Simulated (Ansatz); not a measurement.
Run report: C₃H₉ClSi, molecular dynamics (part 6 of 6)

C₃H₉ClSi; RKS PBE0/STO-3G (Ansatz 0.2.0). It belongs to a series of runs on one base structure; here: dynamics from the start.

Geometry of the input (Å):
```
Si 0.0068  -0.0386  -0.0613
Cl 0.0397  -0.2426  2.0386
C  1.7798  0.0467  -0.6375
H  2.3296  -0.8577  -0.3616
H  1.8211  0.1482  -1.7268
H  2.2980  0.9042  -0.1986
C  -0.9182  1.5346  -0.4514
H  -1.9449  1.4937  -0.0763
H  -0.4287  2.4035  -0.0021
H  -0.9598  1.6924  -1.5341
C  -0.8671  -1.5371  -0.7494
H  -1.8889  -1.6106  -0.3650
H  -0.9202  -1.4779  -1.8418
H  -0.3396  -2.4588  -0.4861
```

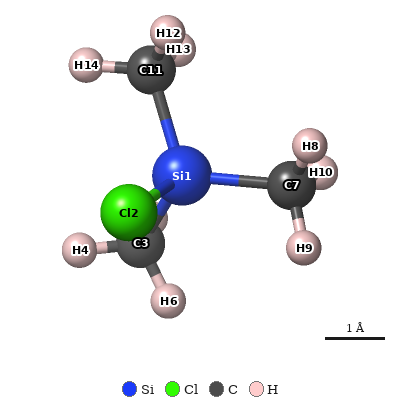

**Figure 1.** The geometry at step 250 of the log (ball-and-stick view, seen at a tilt; atoms are numbered from 1 in the order of the input).

## Trajectory as extended XYZ, continued
```
14
Properties=species:S:1:pos:R:3:forces:R:3 step=245 time_fs=122.5 energy=-23384.80279 temperature=115.5
Si   -0.0064   -0.0294   -0.0753   -0.1176  -0.6732  -0.0424
Cl    0.0548   -0.2267    2.0149   -0.0853  -0.0721   0.3342
C     1.7969   -0.0005   -0.5915    0.6027   0.1542  -0.1986
H     2.3758   -0.7729   -0.0183   -0.5526   0.7841  -0.5622
H     1.8891   -0.2383   -1.6819    0.0668   0.3501   0.9212
H     2.2429    1.0086   -0.3800   -0.2886  -1.0668  -0.3482
C    -0.9528    1.5588   -0.4009    1.0733  -0.0461   0.2331
H    -1.9833    1.4811   -0.0436   -0.0182   0.1185  -0.2050
H    -0.4383    2.3827    0.1310   -0.4315  -0.3039  -0.2298
H    -0.9021    1.7745   -1.4722   -0.3914   0.1276  -0.0178
C    -0.8726   -1.5630   -0.7736    0.6293   0.0906   0.4393
H    -1.8762   -1.6687   -0.3432    0.0414   0.0179  -0.3047
H    -0.9157   -1.4660   -1.8616   -0.3492  -0.0188  -0.0781
H    -0.3136   -2.4951   -0.5620   -0.1790   0.5379   0.0592
14
Properties=species:S:1:pos:R:3:forces:R:3 step=250 time_fs=125.0 energy=-23384.75223 temperature=83.8
Si   -0.0037   -0.0329   -0.0752    0.0089  -0.4609  -0.0771
Cl    0.0535   -0.2254    2.0213   -0.0867  -0.0907   0.1718
C     1.8058    0.0006   -0.5966   -1.8414   1.3561   0.0251
H     2.3443   -0.7382   -0.0788    1.0191  -1.3843   1.0008
H     1.8739   -0.2032   -1.6435    0.2253  -0.0704  -1.1169
H     2.2438    0.9693   -0.3789    0.2201   0.2585  -0.0447
C    -0.9551    1.5599   -0.4052    1.5508  -0.3530   1.1923
H    -1.9729    1.4601   -0.0409   -0.3242   0.1980  -0.0557
H    -0.4305    2.3865    0.1283   -0.6401  -0.4756  -0.4604
H    -0.9204    1.7418   -1.4625   -0.3174   0.4247  -0.8713
C    -0.8763   -1.5599   -0.7843    0.8857  -0.1395   1.8563
H    -1.8741   -1.6531   -0.3463   -0.0684  -0.0393  -0.2183
H    -0.9339   -1.4791   -1.8440   -0.3123   0.1164  -1.3473
H    -0.3150   -2.4916   -0.5535   -0.3195   0.6600  -0.0546
```
